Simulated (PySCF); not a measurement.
SMILES C=C[CH2][GeH3] (C3H8Ge) at its B3LYP/def2-SVP optimised geometry (Å):

```
12

Ge    -0.3457     0.7850     0.0000
C     -1.0241    -0.1696     1.6089
C     -0.6692    -1.6236     1.6088
C      0.2392    -2.2091     2.3982
H     -0.8567     2.2439     0.0000
H      1.1974     0.7850     0.0000
H     -0.8478     0.0798    -1.2794
H     -0.6172     0.3443     2.4946
H     -2.1184    -0.0281     1.6134
H     -1.1974    -2.2439     0.8722
H      0.7982    -1.6424     3.1508
H      0.4561    -3.2779     2.3214
```

Calculation: B3LYP/def2-TZVP (PySCF 2.14.0).

Map of the deformation density (molecule minus spherical neutral atoms) (e/bohr³) on the plane z = 0.6 Å:

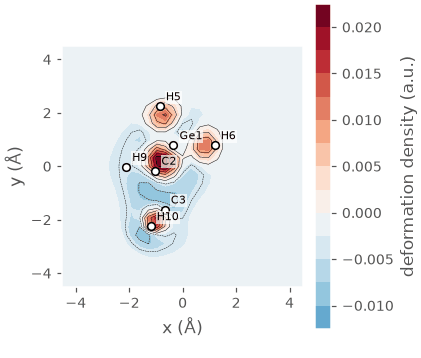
Figure. Deformation density (molecule minus spherical neutral atoms) (e/bohr³) on the plane z = 0.6 Å.
